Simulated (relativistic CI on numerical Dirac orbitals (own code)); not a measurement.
```
atom Ni  Z=28  charge=3  electrons=25
nucleus A=58  rms_radius_fm=3.7757
hamiltonian dirac-coulomb  breit=on  qed=on  c_scale=1
orbitals kli  potential=per-configuration
slater_scale 0.8
correlation none
mixing on
configurations
  [Ar] 3d7
  [He] 2s2 2p5 3s2 3p6 3d8
end
absorption L2,3 T=300 lorentz=0.4 gauss=0.3
crystal_field Td 10Dq=-5900
```

Command (the task file carries these settings):
```bash
python run_levels.py task.json out
```

Multiplet model: relativistic Dirac–Coulomb–Breit theory, one configuration a step, Slater integrals scaled by 0.8, 300 K, Voigt broadening (Lorentzian 0.4 eV, Gaussian 0.3 eV full widths), computed with a radial Dirac CI code. Dichroism is for the ground state at zero temperature, magnetised by an exchange field of 10 meV on Sz (linear: z less the mean of x and y).

The L₂,₃ X-ray absorption spectrum that results, with the strongest transitions as sticks:

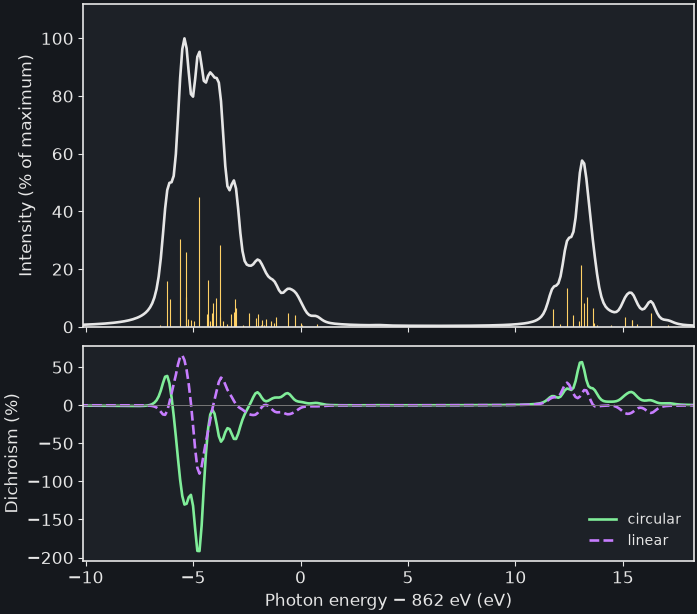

The main maxima lie at 856.6 eV (100), 857.3 eV (95), 857.8 eV (88), 858.9 eV (51), 860.0 eV (23), 861.5 eV (13), 875.1 eV (58), 877.3 eV (12) and 878.3 eV (9), heights in % of the largest; the centroid is at 861.9 eV. The lower edge holds 0.76 of the intensity (branching ratio, edges parted at 870 eV), and the core spin-orbit splitting of the orbitals is 18.1 eV. The ground state has S = 1.50. The circular dichroism (Δm = −1 less Δm = +1) is largest at 857.3 eV, −192 % of the isotropic maximum; its integrals over the lower and upper edge are −0.152 and 0.068 of the sum over the three polarisations. The magnetised ground state has ⟨Lz⟩ = −0.48 and ⟨Sz⟩ = −1.49.

Limits of the model: free-ion energies, so absolute edge positions are off by a few eV from solids.
